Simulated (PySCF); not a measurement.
SMILES CB(C)SB(O)O at its GFN2-xTB optimised geometry (Å):

```
15

B     -1.4775     0.7311     0.0000
O     -2.0695     1.9325     0.0000
O     -2.2268    -0.3889     0.0686
S      0.3721     0.7311     0.0000
B      0.9044    -0.6202    -1.0465
C     -0.0830    -1.5327    -1.8918
C      2.4609    -0.8730    -1.1571
H     -3.0257     1.9283     0.0651
H     -1.7796    -1.2343     0.0826
H      0.3826    -1.8426    -2.8258
H     -1.0314    -1.0607    -2.1420
H     -0.3091    -2.4556    -1.3544
H      2.8392    -0.4341    -2.0806
H      2.7057    -1.9325    -1.2037
H      3.0257    -0.4267    -0.3433
```

Calculation: CAM-B3LYP/def2-TZVP (PySCF).

Map of the electrostatic potential (hartree/e), clipped to [-0.08, 0.12] on the plane z = 0.8 Å:

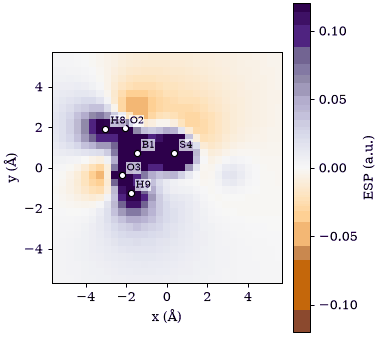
*Electrostatic potential (hartree/e), clipped to [-0.08, 0.12] on the plane z = 0.8 Å.*
